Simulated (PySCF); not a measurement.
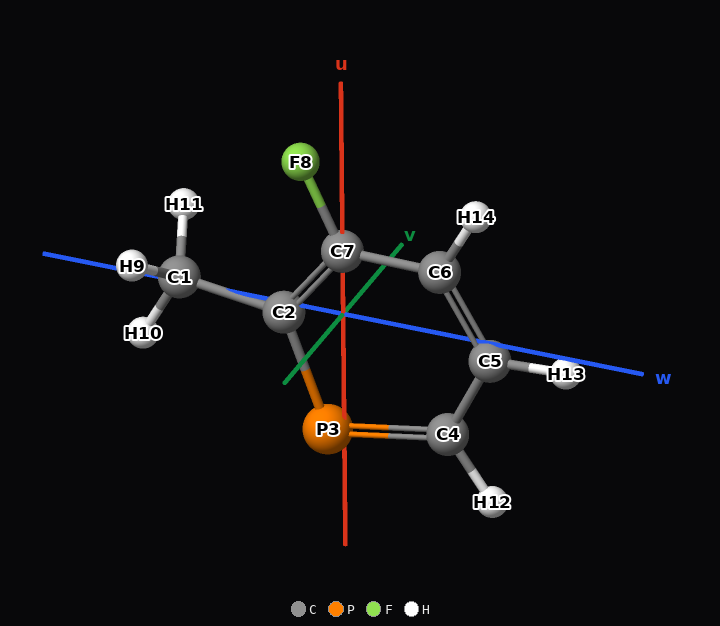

The lines u, v and w are the principal axes of the static dipole polarisability. Computed geometry: GFN2-xTB optimisation. No frequency run is at hand to confirm it as a minimum. Method: B3LYP/def2-SVPD (PySCF 2.14.0).

Along which axis is the molecule most polarisable, and along which least?

Most along w (nearly parallel to the C6–C7 bond), least along v.

Give the three principal values.

u 107.6, v 59.0, w 115.7 bohr³; mean 94.1, anisotropy 53.1 bohr³.

The geometry is semi-empirical. Around P such bond lengths and angles can be off by a tenth of an ångström or more and by several degrees, and values that hang on the shape move with them.
